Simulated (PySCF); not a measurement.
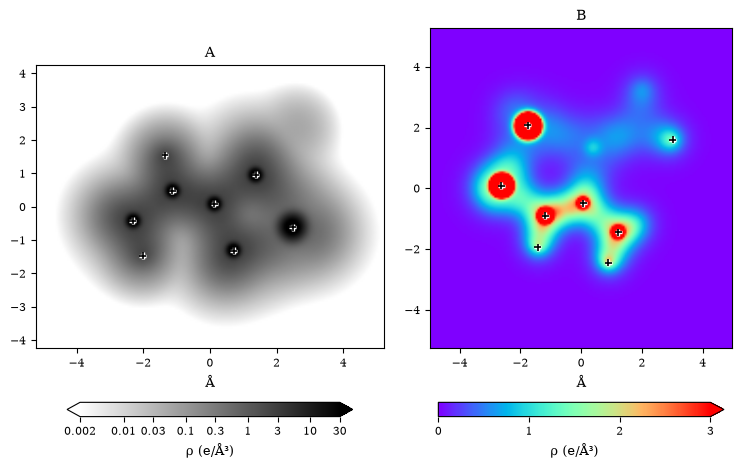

The total electron density of 2 systems, each on a plane through atoms (crosses mark nuclei in the plane).

All numbers below come from PBE0/pcSseg-1, SCF density, gas phase, non-relativistic in PySCF.

System 1: C6H10F2Si (SMILES C/C=C1\C[SiH2][C@H]1C(F)F), the plane of atoms C4, C3 and C6. Geometry: GFN2-xTB.

```
atom    x (Å)    y (Å)    z (Å)
   C   2.6905   0.6608   0.0356
   C   1.3128   0.6862  -0.5423
   C   0.3152  -0.0940  -0.1665
   C   0.2826  -1.1885   0.8772
  Si  -1.5092  -1.6464   0.3760
   C  -1.0999  -0.1069  -0.7128
   C  -1.8609   1.1409  -0.3405
   F  -1.9500   1.2753   1.0104
   F  -3.1469   1.0811  -0.7830
   H   2.7500  -0.0242   0.8765
   H   2.9729   1.6579   0.3719
   H   3.4108   0.3512  -0.7218
   H   1.1524   1.4092  -1.3336
   H   1.0568  -1.9405   0.7320
   H   0.3996  -0.7937   1.8862
   H  -2.5531  -1.4694   1.3752
   H  -1.6627  -2.8634  -0.4195
   H  -1.1472  -0.2013  -1.7990
   H  -1.4236   2.0750  -0.7295
```

System 2: C3H11PSSi3, the plane of atoms C3, S4 and Si5. Geometry: GFN2-xTB.

```xyz
19

C    -0.9063    0.4886   -2.0832
C    -1.0704    0.1711   -0.6273
C    -2.2471    0.3148   -0.0193
S    -2.6036   -0.0162    1.6657
Si   -0.7900   -1.0317    2.2602
Si    0.4343   -0.3983    0.3811
Si    1.9389    1.4096    0.5669
P     1.2850   -2.1878   -0.7199
H    -0.4909   -0.3772   -2.6009
H    -1.8559    0.7496   -2.5456
H    -0.2128    1.3200   -2.2142
H    -3.1289    0.6716   -0.5324
H    -1.1856   -2.4073    2.5545
H    -0.4271   -0.3879    3.5186
H     1.2719    2.6290    1.0213
H     3.0162    1.0969    1.5100
H     2.5775    1.7082   -0.7202
H     2.3446   -2.3291    0.1572
H     2.0405   -1.4148   -1.5801
```

Question: Which map belongs to which system?

Answer: Panel A is system 1, C6H10F2Si: the plane holds C, Si and H. C–C (1.32 Å): ρ at the midpoint is about 2.3 e/Å³. Panel B is system 2, C3H11PSSi3: the plane holds C, S, Si and H. C–C (1.33 Å): ρ is about 2.3 e/Å³ halfway.
